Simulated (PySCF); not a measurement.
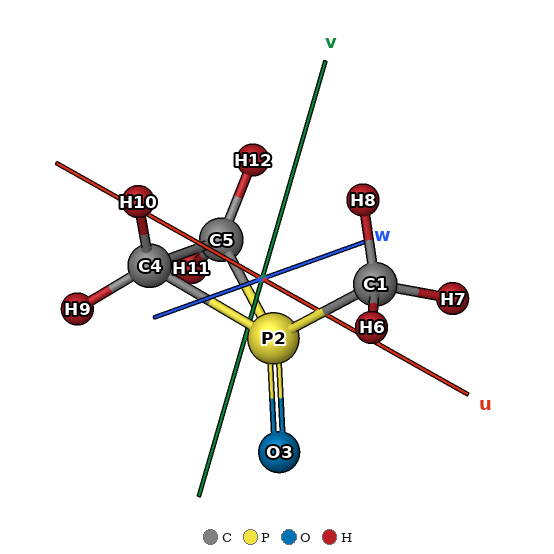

The lines u, v and w are the principal axes of the static dipole polarisability. The geometry was computed by an optimisation with GFN2-xTB. No frequency run is at hand to confirm it as a minimum. Level of theory: B3LYP/def2-SVPD (PySCF 2.14.0).

**Along which axis is the molecule most polarisable, and along which least?**

Most along u, least along w (nearly parallel to the C4–C5 bond).

**Give the three principal values.**

u 70.7, v 59.8, w 53.9 bohr³; mean 61.5, anisotropy 14.8 bohr³.

The geometry is semi-empirical. Around P such bond lengths and angles can be off by a tenth of an ångström or more and by several degrees, and values that hang on the shape move with them.
